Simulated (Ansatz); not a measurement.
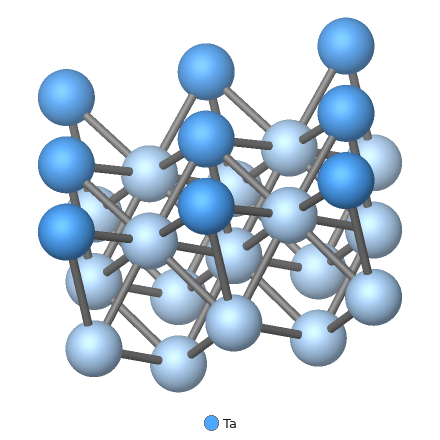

The system is Li on a Ta(100) slab cut from the Im-3m phase, its upper half relaxed before the scan (16 atoms of substrate and one adsorbate in a 2 × 2 cell); the picture shows it without the atoms that are moved over the map. Li is moved over the surface cell; relaxed at each place: the height of the adsorbate's atoms; substrate rigid; the origin of the map has the adsorbate above Ta13. Places are given modulo a cell vector. The map is drawn in real space over the plane of the surface. The grid has 8 × 8 points; 15 points were computed and 49 follow by symmetry. Places are given in fractions of the 1 × 1 surface cell. All energies are given in eV relative to the lowest grid point. Computed with DFT PBE, scalar-relativistic, plane waves, PAW in Ansatz 0.2.0. Settings: cutoff 420 eV, k-mesh 4×4×1, gaussian smearing 0.1 eV, no spin polarisation.

Range: position of Li17 along the first surface vector from 0.000 to 0.875; position of Li17 along the second surface vector from 0.000 to 0.875.

### What landscape does the calculation give?

The lowest grid point is at a fourfold hollow over a second-layer Ta atom, (4/8, 4/8) of the cell vectors. It is the only kind of minimum in the scanned range. The highest grid point, the top site over a surface Ta atom, (0/8, 0/8) of the cell vectors, lies 0.503 eV above the lowest. On the interpolated surface the easiest way out of the lowest well to its copy in the next cell or period passes a barrier of about 0.27 eV. At the lowest point the adsorbate has 4 Ta at 3.11 Å as nearest neighbours, at the highest 1 Ta at 2.81 Å. Its relaxed height above the top atom is 2.04 Å at the lowest and 2.81 Å at the highest point.

```
second ↓, first →    0/8    1/8    2/8    3/8    4/8    5/8    6/8    7/8
              7/8  0.478  0.454  0.384  0.293  0.245  0.293  0.384  0.454
              6/8  0.409  0.384  0.312  0.218  0.167  0.218  0.312  0.384
              5/8  0.319  0.293  0.218  0.116  0.060  0.116  0.218  0.293
              4/8  0.273  0.245  0.167  0.060  0.000  0.060  0.167  0.245
              3/8  0.319  0.293  0.218  0.116  0.060  0.116  0.218  0.293
              2/8  0.409  0.384  0.312  0.218  0.167  0.218  0.312  0.384
              1/8  0.478  0.454  0.384  0.293  0.245  0.293  0.384  0.454
              0/8  0.503  0.478  0.409  0.319  0.273  0.319  0.409  0.478
```

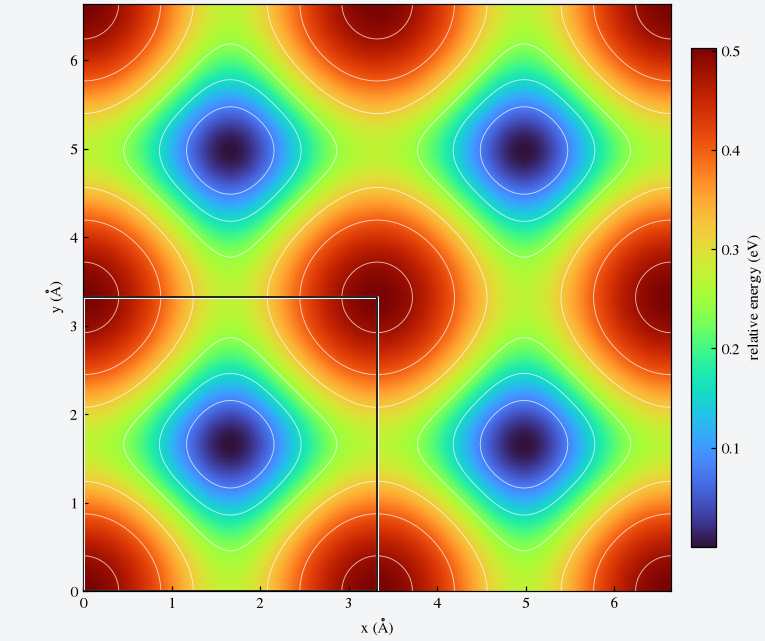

In the figure: a smooth colour map with a few white contour lines, the outline of one cell of the 2 × 2 shown. Between grid points the surface is interpolated.

Each point was launched as `ansatz run input.yaml --threads 8 --pin off --max-ram 22528MiB --backend cpu --events-out ev --progress --plain --runs-dir out`. Time for the 15 points that were run: 17 min on 8 threads of Arm Neoverse N1, on a shared host.

PAW datasets: the set soft_1.
